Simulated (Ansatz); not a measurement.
## Sn (beta-Sn type, space group I4_1/amd): scan of one atom of the cell

Starting cell, Sn (beta-Sn type, space group I4_1/amd):

```xyz
2
Lattice="-2.9165 2.9165 1.5792 2.9165 -2.9165 1.5792 2.9165 2.9165 -1.5792" Properties=species:S:1:pos:R:3 pbc="T T T"
Sn     0.0000     2.9165     0.7896
Sn     0.0000     0.0000     0.0000
```

Scan: atom 1 (Sn, nearest neighbour Sn at 3.022 Å; its periodic images, 3.2 Å or more away, move with it) is displaced along Cartesian x, direction (1.000, 0.000, 0.000) in Cartesian axes, by s. The other atoms stay.

These are PBEsol (plane waves to 420 eV, PAW, scalar-relativistic; Ansatz, an electronic-structure program) values and carry that method's errors. k mesh 13×13×13 (Γ-centred), Fermi-Dirac smearing 0.05 eV. The energy includes the smearing's −TS. With partly filled bands, energies and forces of such displacements shift with the k mesh and the smearing. Sn was relaxed with its symmetry unable to fall. The zero of ΔE is the undisplaced structure.

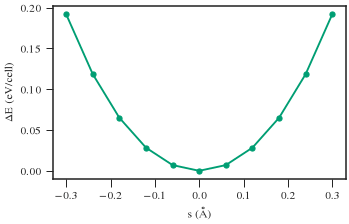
Figure. ΔE (eV/cell) against s (Å); markers are the computed points, lines only join them.

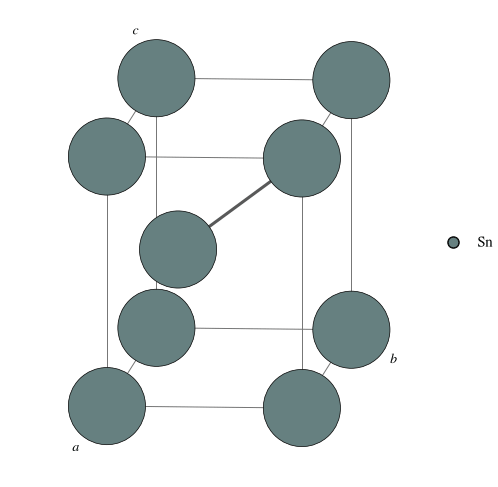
Figure: The cell of the calculation at s = 0.300 Å.

The force along the line at s = -0.300 Å is 1.41 eV/Å and the force constant k = d²E/ds² at s = 0 (finite differences) is 3.86 eV/Å². Symmetry of the curve: even: the same for both signs. Harmonic estimate at the end of the scan: ½ks² = 174 meV/cell against the computed 192 meV/cell, so the well is stiffer than harmonic there. Shape of the curve: a single well with its minimum at or next to zero displacement.

With its periodic images moving along, the atom's site symmetry in this cell is -4m2.

(A displaced cell: forces are minus the slopes of the energy, force constants its curvatures, and phonons follow from these.)
